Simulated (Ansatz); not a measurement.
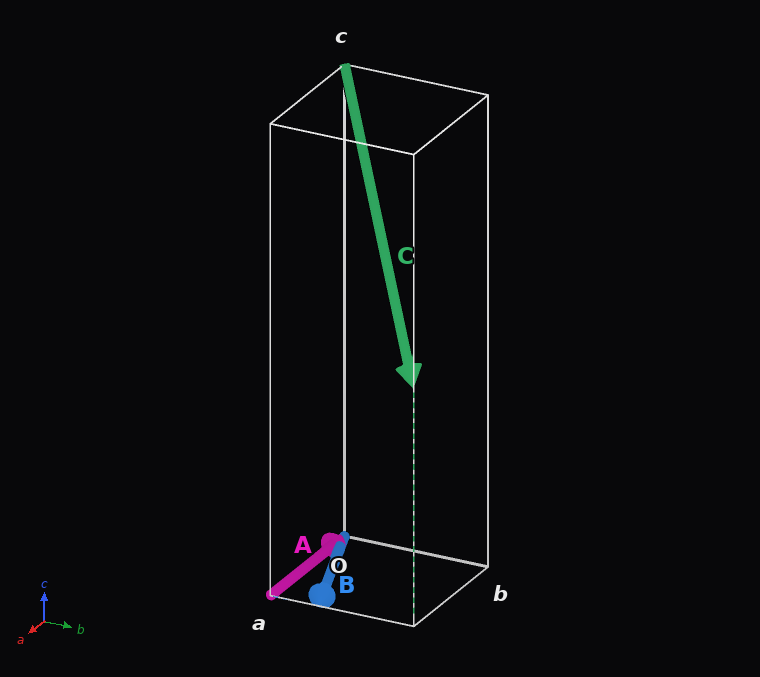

Each arrow starts at a corner of the unit cell and ends on its surface; where a tip isn't a corner, dashed lines run from it parallel to the axes. Crystal: Sc2AsP2, coordinates from a relaxation with DFT, PAW plane waves, r2scan (Ansatz); the starting structure was generated, so it need not be a known form of this composition. Geometry calculated from the standardised cell; symmetry tolerance 0.002 Å.

a = 3.927 Å, b = 3.927 Å, c = 12.604 Å, α = 90.00°, β = 90.00°, γ = 90.00°.

### Index the directions.

Arrow A runs from (1, 0, 0) to (0, 0, 0), so [−1 0 0]; Arrow B runs from (0, 0, 0) to (1, 1/3, 0), so [3 1 0]; Arrow C runs from (0, 0, 1) to (1, 1, 1/2), so [2 2 −1].

### How long is the vector ua + vb + wc in each case, and what angles do the directions make?

A 3.927 Å; B 12.419 Å; C 16.800 Å. A–B: 161.6°. A–C: 117.9°. B–C: 53.7°.

### In No. 139, I4/mmm, how many directions are equivalent to A (Laue class 4/mmm, both senses counted)?

4.
